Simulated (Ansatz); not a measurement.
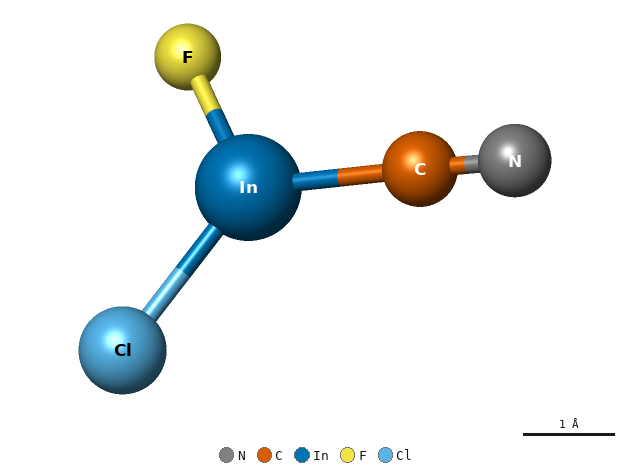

Ball-and-stick drawing of a structure.

**Count the atoms of each element.**

CClFInN, 5 atoms: 1 carbon, 1 chlorine, 1 fluorine, 1 indium and 1 nitrogen.

**How many atoms are distinct by symmetry?**

5: 1 N, 1 C, 1 In, 1 F, 1 Cl.

**How many bonds of each kind are drawn?**

1 C–N, 1 C–In, 1 F–In, 1 Cl–In.

**Give a SMILES string for it.**

N#[C][In]([F])[Cl]

**Give the symmetry (Schoenflies symbol).**

Cs.

The parts below concern this one geometry. Atoms keep their numbers from picture to picture. The geometry was computed by an optimisation with PBE0-D4/def2-TZVP.

### Vibrations

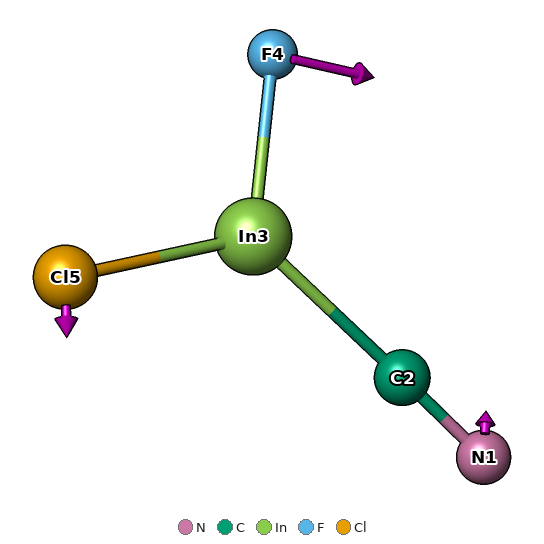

The arrows show one normal mode. Harmonic vibrations computed with RKS PBE0-D4/def2-TZVP, core potentials on In (Ansatz 0.2.0) at a stationary point of the same level.

**What kind of motion is it?**

Mostly Cl–In–F bending.

**At what wavenumber does it lie?**

119 cm⁻¹; it is mode 3 of 9 counted from the lowest.

### Electronic properties

Properties computed with RKS ωB97M-V/def2-TZVPP, core potentials on In (Ansatz 0.2.0).

What does the calculation give?

- dipole moment: 1.58 D
- HOMO energy (Kohn–Sham orbital): −12.20 eV
- LUMO energy (Kohn–Sham orbital): −0.90 eV
- HOMO–LUMO gap: 11.30 eV

### Charges

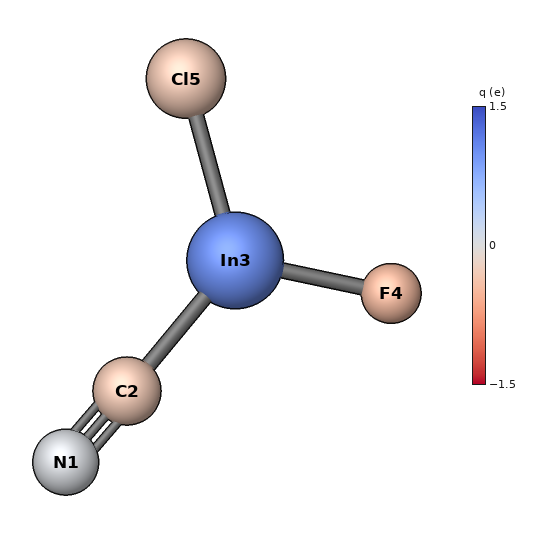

Atoms are coloured by their Mulliken charges. Method: RKS B3LYP-D4/def2-TZVPP, core potentials on In (Ansatz 0.2.0).

List the Mulliken charges.

| atom | value (e) |
| --- | --- |
| N1 | 0.04 |
| C2 | −0.30 |
| In3 | 1.01 |
| F4 | −0.45 |
| Cl5 | −0.30 |

### Thermal motion

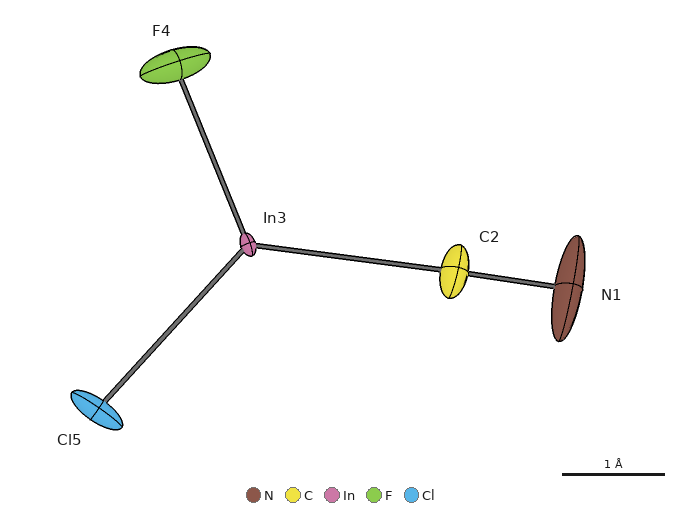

Displacement ellipsoids at the 50 % level, enlarged 2 times, from the internal vibrations of the free molecule (harmonic, no overall translation or rotation; no half-axis is drawn under 0.075 Å). Vibrations computed with RKS PBE0-D4/def2-TZVP, core potentials on In (Ansatz 0.2.0). Temperature: 200 K.

Give the displacement parameters, one line for each set of equivalent atoms.

```tsv
atom	U_eq (Å²)	rms amplitudes (Å)
N1	0.0137	0.045, 0.094, 0.174
C2	0.0055	0.044, 0.082, 0.088
In3	0.0011	0.022, 0.038, 0.039
F4	0.0082	0.050, 0.089, 0.119
Cl5	0.0043	0.037, 0.044, 0.097
```

Mulliken values depend strongly on the basis set and can even reverse the polarity of a bond.
